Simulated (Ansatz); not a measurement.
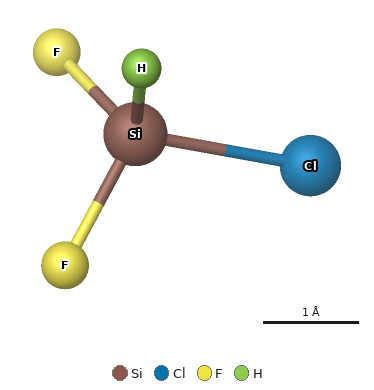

Figure 1. The structure as given in the input (ball-and-stick view, seen at a tilt). Bond lengths as drawn: Cl–Si 2.02 Å, F–Si 1.58 Å and H–Si 1.46 Å.

## SiHClF2: frequency calculation

- system: SiHClF2
- method: RKS PBE0-D4/def2-TZVP (Ansatz 0.2.0)

The geometry comes from this level: PBE0-D4/def2-TZVP. Figures and captions count atoms from 1; the log counts them from 0 in places.

### Input file
```yaml
crystal:
  periodic: [false, false, false]
  atoms:
    - {symbol: Si, position_ang: [-0.438228, -0.481615, -0.634754]}
    - {symbol: Cl, position_ang: [1.571405, -0.298819, -0.608258]}
    - {symbol: F, position_ang: [-0.847983, -1.475090, -1.788705]}
    - {symbol: F, position_ang: [-1.076928, 0.922223, -0.963076]}
    - {symbol: H, position_ang: [-0.949750, -0.971914, 0.647106]}
basis:
  gaussian: {orbitals: def2-TZVP}
hamiltonian: {xc: pbe0, dispersion: d4}
phonons: {temperatures: {t_min: 298.15, t_max: 900, t_step: 200}}
```

Hardware: 4 threads of Arm Neoverse V1, 23 GiB of memory available, shared host.

Run as:
```bash
ansatz run in.yaml --threads 4 --pin off --events-out ev --progress --plain --max-ram 9574MiB
```

### What the program printed
```
Functional definition: PBE0
  name "PBE0"
  cite "Adamo & Barone, J. Chem. Phys. 110, 6158 (1999) doi:10.1063/1.478522"
  cite "Perdew, Burke & Ernzerhof, Phys. Rev. Lett. 77, 3865 (1996) doi:10.1103/PhysRevLett.77.3865"
  parent pbe
  parameter a = 0.25
  parameter kappa = 0.804
  parameter beta = 0.06672455060314922
  exchange = (1 - a)*pbe_x(kappa = kappa, mu = beta*pi^2/3) + a*exact_x
  correlation = pbe_c(beta = beta)
892 factors; their error is unknown
mean field evaluation 1: about -25843.4375 eV, gradient 4.2e1 eV
mean field evaluation 2: about -25840.4138 eV, gradient 6.4e1 eV
mean field evaluation 4: about -25845.8159 eV, gradient 8.8e-1 eV
mean field evaluation 8: about -25845.9105 eV, gradient 1.4e-1 eV
mean field -25845.91052386 eV, -949.8196927644 hartree, gradient 6.9e-5 eV, S^2 0.000000; 0 other end points of the search recorded, 0 dependent functions left out
the calculation of the forces begins
reference -25845.91054704 eV, -949.8196936164 hartree; 25, 25 occupied and 117, 117 virtual orbitals, 892 factors
these checks for a lower state are left out or cut short: stability, starts, cluster_reference, orbital_swaps, neighbouring_geometries, increment
892 factors; their error is unknown
mean field evaluation 16: about -25845.8166 eV, gradient 2.3e-1 eV
mean field -25845.91040990 eV, -949.8196885765 hartree, gradient 1.3e-6 eV, S^2 0.000000; 0 other end points of the search recorded, 0 dependent functions left out
[... from here on the field's lines of each further geometry are left out, up to the last ...]
the calculation of the forces begins
reference -25845.91049176 eV, -949.8196915847 hartree; 25, 25 occupied and 117, 117 virtual orbitals, 892 factors
these checks for a lower state are left out or cut short: stability, starts, cluster_reference, orbital_swaps, neighbouring_geometries, increment
892 factors; their error is unknown
mean field -25845.91048144 eV, -949.8196912054 hartree, gradient 2.7e-6 eV, S^2 0.000000; 0 other end points of the search recorded, 0 dependent functions left out
the calculation of the forces begins
reference -25845.91050462 eV, -949.8196920573 hartree; 25, 25 occupied and 117, 117 virtual orbitals, 892 factors
Total energy: -25845.99799764 eV, -949.8229073667 hartree
Atom 0 at    -0.438228    -0.481615    -0.634754 Å, force     0.000064     0.000005     0.000159 eV/Å
Atom 1 at     1.571405    -0.298819    -0.608258 Å, force     0.000099     0.000009    -0.000026 eV/Å
Atom 2 at    -0.847983    -1.475090    -1.788705 Å, force    -0.000076     0.000187     0.000080 eV/Å
Atom 3 at    -1.076928     0.922223    -0.963076 Å, force    -0.000036    -0.000182    -0.000106 eV/Å
Atom 4 at    -0.949750    -0.971914     0.647106 Å, force    -0.000051    -0.000019    -0.000107 eV/Å
Dipole moment:    -0.003011    -0.080642     0.233308 e Å
Vibrations: 226.49 273.79 363.50 579.34 826.89 830.17 903.54 984.76 2339.64 cm⁻¹, zero-point energy 0.454286 eV
```

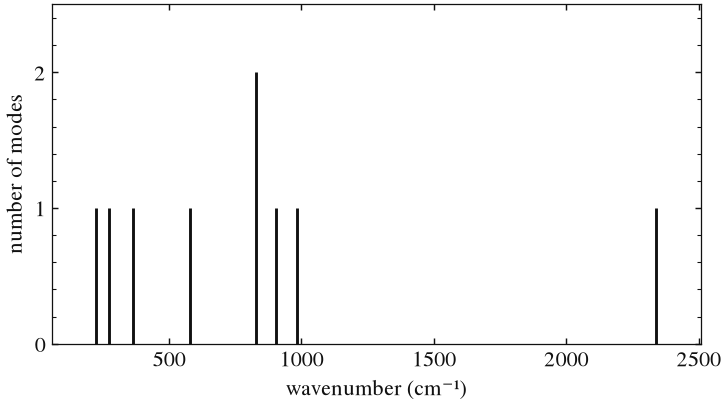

Figure 2. Harmonic vibrational wavenumbers from the force constants; neighbouring modes closer than 10 cm⁻¹ are counted in one stick. 9 modes from 226 to 2340 cm⁻¹, none imaginary.

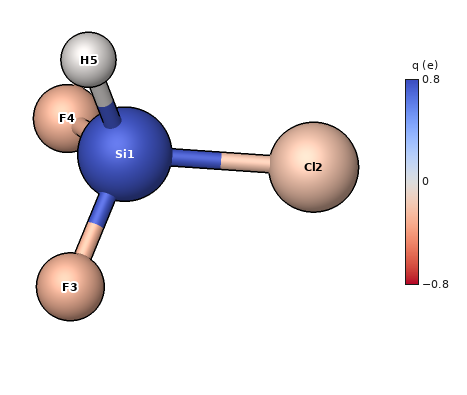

Figure 3. Mulliken charges, as the colour of each atom (ball-and-stick view, seen at a tilt; atoms are numbered from 1 in the order of the input). By element: Si +0.76, Cl −0.20, F −0.27 and H −0.02 e.

### Results in brief

```csv
quantity,value
outcome,converged
total energy,−25845.9980 eV
mean-field energy,−25845.9105 eV
dispersion energy,−0.0875 eV
largest force (length of the vector),under 0.001 eV/Å
dipole moment,1.19 D
wall time,27 s (CPU time 99 s)
peak memory,0.44 GiB
```
